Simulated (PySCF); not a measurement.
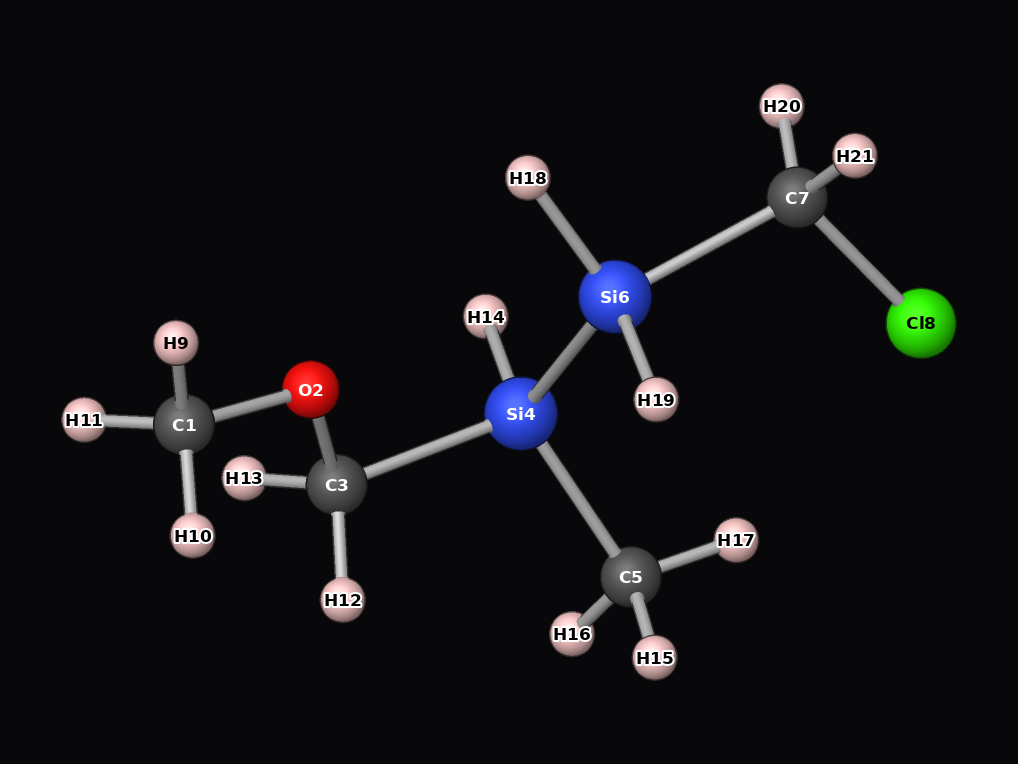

The questions are on Mulliken charges. The geometry was computed by an optimisation with GFN2-xTB. No frequency run is at hand to confirm it as a minimum. Properties computed with PBE0/pcSseg-1, gas phase (PySCF 2.14.0).

**Which atom carries the highest charge (most positive or least negative)?**

Si4 (0.48 e).

**And the lowest?**

C5 (−0.61 e).

Give the Mulliken charges atom by atom.

| atom | value (e) |
| --- | --- |
| C1 | −0.02 |
| O2 | −0.55 |
| C3 | −0.22 |
| Si4 | 0.48 |
| C5 | −0.61 |
| Si6 | 0.43 |
| C7 | −0.50 |
| Cl8 | −0.18 |
| H9 | 0.12 |
| H10 | 0.09 |
| H11 | 0.09 |
| H12 | 0.12 |
| H13 | 0.12 |
| H14 | −0.05 |
| H15 | 0.14 |
| H16 | 0.14 |
| H17 | 0.15 |
| H18 | −0.05 |
| H19 | −0.05 |
| H20 | 0.17 |
| H21 | 0.18 |

Mulliken values depend strongly on the basis set and can even reverse the polarity of a bond. The geometry is semi-empirical. Around Si such bond lengths and angles can be off by a tenth of an ångström or more and by several degrees, and values that hang on the shape move with them.
